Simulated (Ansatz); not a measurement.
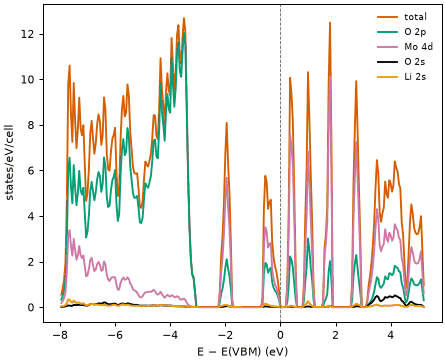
Total and projected density of states of Li2MoO3 in space group P-1 (No. 2; Pearson symbol aP12), the program Ansatz at the r²SCAN level (PAW)

Problem. Which orbitals carry the states next to the gap?

Solution. Top 1 eV of the valence band: Mo 4d 59 %, O 2p 36 %. Bottom 1 eV of the conduction band: Mo 4d 71 %, O 2p 26 %. Projections are on Löwdin-orthogonalised atomic valence shells; empty p or d shells of many metals are not among them.

Problem. Where is the tallest occupied peak in this window, and what makes it?

Solution. Near -3.5 eV, about 13 states/eV per cell; the largest projected share is O 2p.

The first step of the workflow began from a Materials Project structure, measured or hypothetical; the Crystallography Open Database copy checked does not list it. Entries of such low symmetry are often ordered models of mixed-site phases. Its standing as an ambient phase is unchecked. The r²SCAN relaxation kept the symmetry of its start; whether a distortion lowers the energy is not shown. No spin polarisation was allowed. No Hubbard U is applied. Scalar-relativistic: spin–orbit coupling is off unless named, which matters more the heavier the elements.

Potentials: the later of the program's two PAW sets.
